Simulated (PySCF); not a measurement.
**Run report: Cd, atomic calculation**

- system: Cd, configuration 1s2 2s2 2p6 3s2 3p6 3d10 4s2 4p6 4d10 5s2, multiplicity 1.
- method: unrestricted HF, STO-3G, non-relativistic, point nucleus (PySCF)

## Input file
```python
from pyscf import gto, scf, dft, mp, cc
import basis_set_exchange as bse
mol = gto.M(atom="Cd 0 0 0", charge=0, spin=0, symmetry="D2h",
            basis=gto.basis.parse(bse.get_basis("STO-3G", elements=["Cd"], fmt="nwchem", header=False)))
mf = scf.UHF(mol)
mf.irrep_nelec = {'Ag': (9, 9), 'B1g': (2, 2), 'B2g': (2, 2), 'B3g': (2, 2), 'B1u': (3, 3), 'B2u': (3, 3), 'B3u': (3, 3)}
mf.kernel()
```

The script is an equivalent of what the driver set up; the driver started from orbitals of its own, so the log can be shorter than this script's would be, and it computed the properties (radii, ⟨L²⟩, response) afterwards. It held the occupations shell by shell, which the script's counts by irreducible representation don't always enforce.

The run was one of a batch that the task file lists, launched with:
```bash
OMP_NUM_THREADS=1 python <driver script> TASK.json OUT
```

## The program's output (extracts)
```
damping factor = 0
level_shift factor = 0
DIIS = <class 'pyscf.scf.diis.CDIIS'>
diis_start_cycle = 1
diis_space = 10
diis_damp = 0
SCF conv_tol = 1e-09
SCF conv_tol_grad = None
number electrons alpha = 24  beta = 24
cycle= 1 E= -5411.53271602606  delta_E= -2.73e-12  |g|= 5.56e-09  |ddm|= 2.18e-08
converged SCF energy = -5411.53271602606  <S^2> = 0  2S+1 = 1
```

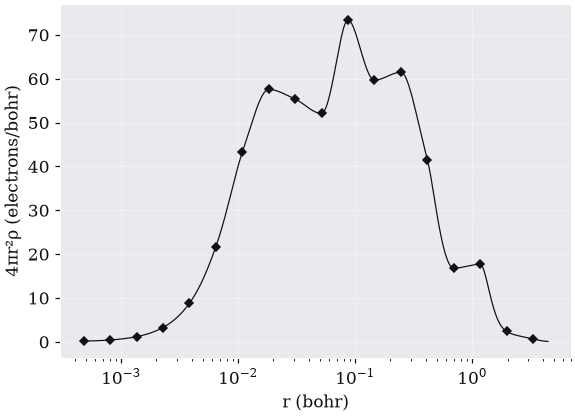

Fig. 1: Spherically averaged radial density 4πr²ρ of the mean field; markers are the stored points, which are sparse, and the line is a monotone interpolation between them. The largest stored value is 73.4 electrons/bohr at r = 0.087 bohr. Root-mean-square radii of the shells: 3p 0.384, 3s 0.391, 4s 1.01, 4p 1.05, 4d 1.22, 5s 2.79 bohr.

## What the run reported

| quantity | value |
| --- | --- |
| outcome | converged |
| total energy | −5411.5327 hartree |
| kinetic energy | 5411.1187 hartree |
| −E/T (1 by the virial theorem at the basis-set limit) | 1.0001 |
| SCF iterations | 1 |
| hardware | 1 thread of Arm Neoverse V1, 23 GiB of memory available, shared host |

## What is odd here

The input is odd on purpose: minimal basis. The program ran to the end. Its numbers are those of this setting; this run alone doesn't show how far the oddity moves them. Relativity is left out, which matters for an atom this heavy.
